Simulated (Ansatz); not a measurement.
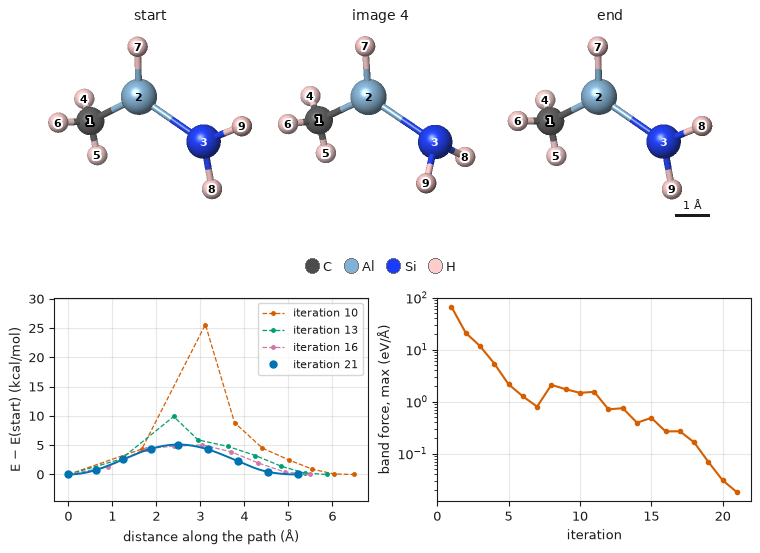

A search for the minimum-energy path of CH₆AlSi (multiplicity 2) by the nudged elastic band. Images are numbered from 0 (start) to 8 (end). The plot follows the band through its iterations. The picture is a ball-and-stick view, seen at a tilt.

The calculation used UKS B3LYP/6-31G* (Ansatz 0.2.0). Settings: 7 movable images; climbing image; force threshold 0.03 eV/Å; iteration limit 50; spring constant 0.1 eV/Å²; starting path through a guess of the saddle point.

Q: Judge this run.

A: The run is converged, with reservations. The band converged in 21 iterations. The largest component of the band force went from 67 to 0.018 eV/Å. The climbing image converged on the top of the path. Its curvatures weren't checked. The spring constant is far from the usual few eV/Å², which spoils the spacing or the steps. The first iteration put the highest image at 498.72 kcal/mol. The two ends have the same energy, and the highest point, image 4, lies 5.11 kcal/mol above the start.
